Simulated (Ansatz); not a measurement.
# ClFGe2H4: the cost of one run

Computed with the Python package of Ansatz 0.2.0. The levels of theory stand in the script.

## 1. The system

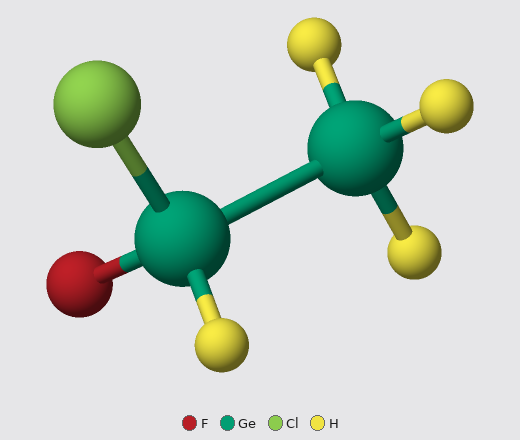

The structure that the script starts from, seen from a chosen angle (fluorine red, germanium teal, chlorine green, hydrogen yellow).

No structure file is read: the coordinates are typed or built in the script.

## 2. The script

The input, torsion.py:

```python
'''Energy of ClFGe2H4 as one group turns about a bond.'''

import ansatz as az
from ase import Atoms

atoms = Atoms(['F', 'Ge', 'Cl', 'Ge', 'H', 'H', 'H', 'H'], positions=[
    [-1.5477, -0.5344, -1.7468],
    [-0.4531, 0.5452, -0.9277],
    [1.187, 0.9784, -2.2514],
    [0.4226, -0.5499, 1.0348],
    [-1.1443, 1.8658, -0.5427],
    [-0.8457, -0.8529, 1.9762],
    [1.0729, -1.8822, 0.6381],
    [1.4004, 0.373, 1.7636],
])

# relax first, so that the scan starts from a minimum
first = (
    az.Crystal.molecule_from_ase(atoms).calculation()
    .basis(gaussian='def2-SVP')
    .functional('pbe0')
    .relax(force_tolerance=0.02, max_steps=80)
)
atoms.positions = first.run(threads=1, pin='off').report['positions_ang']

start = atoms.get_dihedral(0, 1, 3, 5)
energies = {}
for turn in range(0, 121, 20):
    turned = atoms.copy()
    turned.set_dihedral(0, 1, 3, 5, start + turn, indices=[3, 5, 6, 7])
    base = az.Crystal.molecule_from_ase(turned).calculation()
    base = base.basis(gaussian='def2-SVP').correlation('mp2')
    energies[round((start + turn) % 360)] = base.run(threads=1, pin='off').report['free_energy_ev']
floor = min(energies.values())
print('dihedral F0-Ge1-Ge3-H5 (deg)   E - E(min) (kcal/mol)')
for angle, e in sorted(energies.items()):
    print(f'{angle:8d} {23.060548 * (e - floor):14.3f}  ' + '#' * int(30 * (e - floor) / max(max(energies.values()) - floor, 1e-9)))
```

## 3. The input behind the calls

The package turns the script's settings into the engine's input (first run):

```yaml
crystal:
  periodic: [false, false, false]
  atoms:
    - { symbol: F, position_ang: [-1.5477, -0.5344, -1.7468] }
    - { symbol: Ge, position_ang: [-0.4531, 0.5452, -0.9277] }
    - { symbol: Cl, position_ang: [1.187, 0.9784, -2.2514] }
    - { symbol: Ge, position_ang: [0.4226, -0.5499, 1.0348] }
    - { symbol: H, position_ang: [-1.1443, 1.8658, -0.5427] }
    - { symbol: H, position_ang: [-0.8457, -0.8529, 1.9762] }
    - { symbol: H, position_ang: [1.0729, -1.8822, 0.6381] }
    - { symbol: H, position_ang: [1.4004, 0.373, 1.7636] }
basis:
  gaussian:
    orbitals: def2-SVP
hamiltonian:
  xc: pbe0
relax:
  f_tol: 0.02
  max_steps: 80
```

## 4. The run

Started as:

```sh
$ python torsion.py
```

What time and memory should one allow on 1 thread of AMD EPYC 7R43 (Zen 3), shared host?

About 60 s, with a peak of 0.39 GiB.
